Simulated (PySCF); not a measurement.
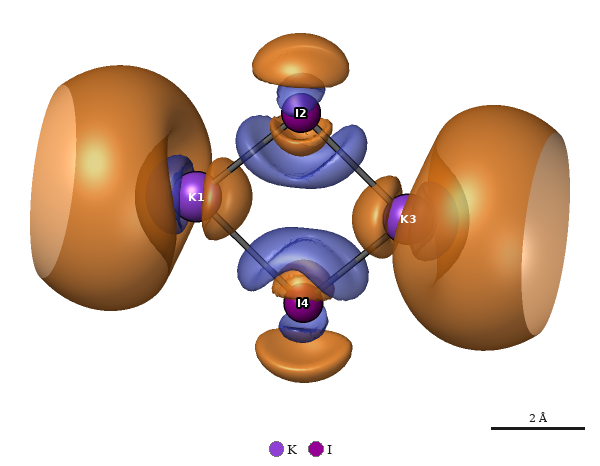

(KI)2 ring (I$_{2}$K$_{2}$). Fukui function f⁺ = ρ(N+1) − ρ(N) at fixed geometry, surfaces at ±0.002 e/Å³ (orange positive, blue negative).

Computed with PySCF, PBE0/def2-SVPD, geometry: GFN2-xTB. Core potentials replace the inner electrons of I; spin–orbit coupling isn't included. This is a single-reference result, which may miss multireference character in this system. No frequency check shows the geometry to be a minimum. GFN2-xTB bond lengths at metals and heavier atoms can be off by up to 0.1 Å and shapes distorted, which carries into these values.

> On which atoms does the density change most on addition of an electron?

f⁺ (Hirshfeld-condensed) is largest on K1 and K3 (0.47 each); the vertical electron affinity is 0.43 eV (the stability of the anion's solution wasn't checked; the anion's highest orbital has positive energy, so this value and f⁺ depend on the basis). Condensed values hint at sites of nucleophilic attack but needn't mark the atom that reacts. Orbital relaxation makes it negative in places (0.06 e in all).

| atom | f⁺ | charge |
| --- | --- | --- |
| K1 | +0.47 | +0.52 |
| I2 | +0.03 | −0.52 |
| K3 | +0.47 | +0.52 |
| I4 | +0.03 | −0.52 |
